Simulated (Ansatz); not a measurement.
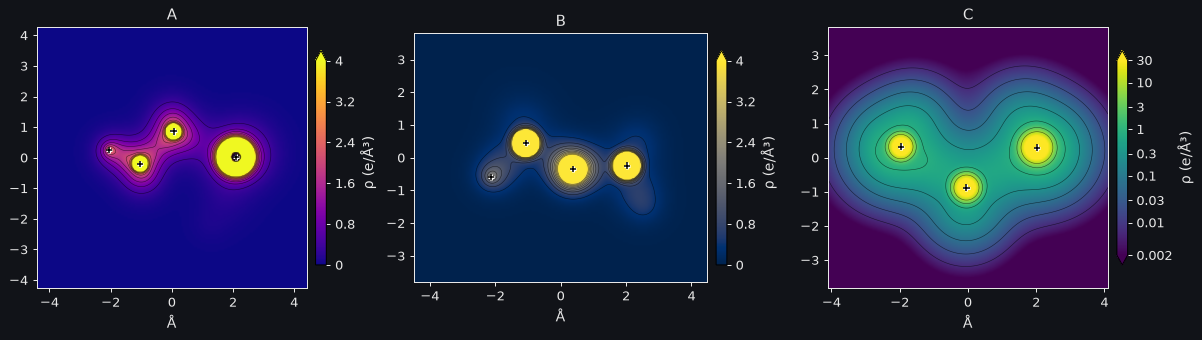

The electron density of 3 systems, each on a plane through atoms (crosses mark nuclei in the plane).

Theory: Ansatz 0.2.0, isolated molecule in a Gaussian basis; Kohn-Sham density functional theory, functional PBE0.

System 1: AsH₆PSi (SMILES P[SiH2][AsH2]), the plane of atoms As1, Si3 and P2. Geometry: PBE0-D3(BJ)/def2-SVP.

```xyz
9

As   -0.9741    2.0125   -0.9260
P     0.4131   -1.3027    0.8074
Si   -0.8936    0.5457    0.9404
H    -0.4257    1.3404    2.1178
H     0.5438    1.9906   -1.0801
H    -1.1506    0.8524   -1.9014
H    -0.0683   -1.6665   -0.4883
H    -2.2906    0.0870    1.2132
H     1.5363   -0.5883    0.2872
```

System 2: H₆OSSi₂ (SMILES [SiH3]O[SiH2]S), the plane of atoms Si3, O1 and Si4. Geometry: B3LYP/6-31G*.

```yaml
atoms:
  - { symbol: O, position_ang: [-1.7415, 0.3807, -1.5644] }
  - { symbol: S, position_ang: [0.4664, 0.5433, 0.7454] }
  - { symbol: Si, position_ang: [-1.8028, 1.6307, -2.6553] }
  - { symbol: Si, position_ang: [-0.8001, -0.5669, -0.6015] }
  - { symbol: H, position_ang: [-0.6631, 1.5561, -3.6083] }
  - { symbol: H, position_ang: [-1.7601, 2.9363, -1.9478] }
  - { symbol: H, position_ang: [-3.0787, 1.5191, -3.4040] }
  - { symbol: H, position_ang: [0.1698, -1.3517, -1.4030] }
  - { symbol: H, position_ang: [-1.7185, -1.4399, 0.1638] }
  - { symbol: H, position_ang: [-0.5215, 1.0265, 1.5313] }
```

System 3: C₂H₈NSb, the plane of atoms C1, C2 and Sb4. Geometry: B3LYP-D3(BJ)/def2-SVP; core potentials replace the inner electrons of Sb.

```
atom    x (Å)    y (Å)    z (Å)
   C   1.4601  -1.8796   1.1323
   C   0.7976  -1.7945  -0.2375
   N  -1.4505  -0.5369   1.5292
  Sb  -0.7240  -0.2132  -0.3963
   H   0.7045  -2.0222   1.9204
   H   2.0247  -0.9617   1.3660
   H   2.1661  -2.7265   1.1875
   H   0.2752  -2.7322  -0.4871
   H   1.5278  -1.6051  -1.0418
   H   0.4368   1.0192   0.0026
   H  -0.8746  -0.0919   2.2447
   H  -2.3918  -0.1540   1.6241
```

Question: Which map belongs to which system?

Answer: Panel A is system 3, C₂H₈NSb: the plane holds C, Sb and H. C–C (1.52 Å): the density is about 1.6 e/Å³ at the midpoint. Panel B is system 2, H₆OSSi₂: the plane holds O, Si and H. Si–O (1.65 Å): ρ is about 1.1 e/Å³ halfway. Panel C is system 1, AsH₆PSi: the plane holds As, P and Si. Si–P (2.27 Å): the density is about 0.7 e/Å³ at the midpoint.
